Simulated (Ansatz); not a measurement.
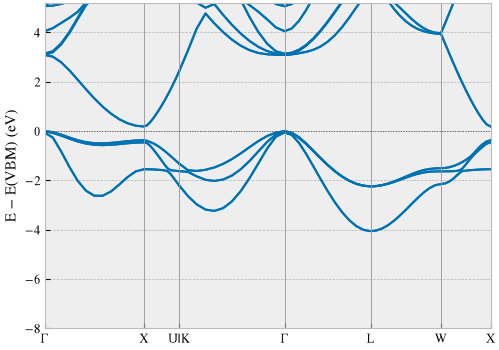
Fig. 1. Band structure from plane-wave PAW PBE with spin–orbit coupling (Ansatz code)

**Question.** Read off the gap and where the band edges lie.

**Answer.** About 0.2 eV (0.19 eV by a search for the band edges); maximum at Γ, minimum at X.

The material is YN (rock salt, space group No. 225).

Space group Fm-3m (rock salt). The PBE relaxation kept the symmetry of its start. The run is not spin-polarised.

Potentials: the earlier of the program's two PAW sets.
